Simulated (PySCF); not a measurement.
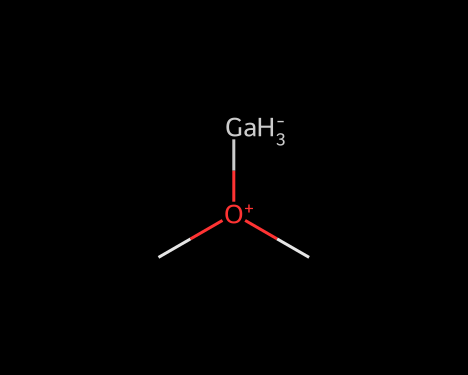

The drawing above gives the connectivity. Computed geometry: PBE0-D3(BJ)/def2-SVP optimisation. No frequency run is at hand to confirm it as a minimum.

Describe the 3D structure.

It has 13 atoms: 2 carbon, 9 hydrogen, 1 gallium and 1 oxygen (C2H9GaO). As SMILES it reads `C[O+](C)[GaH3-]`. The point group is Cs. Coordination, clear cases only: 2 C tetrahedral; 1 Ga tetrahedral.

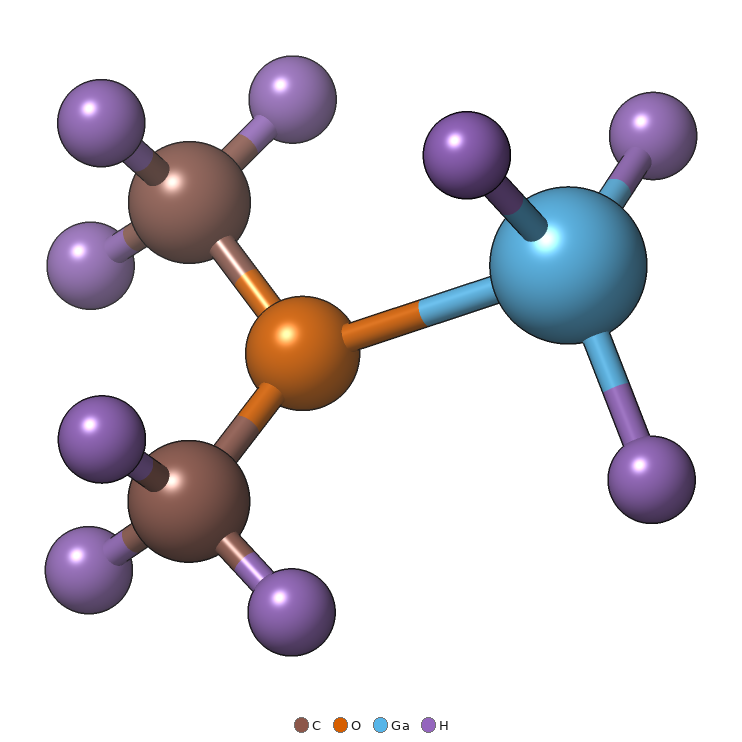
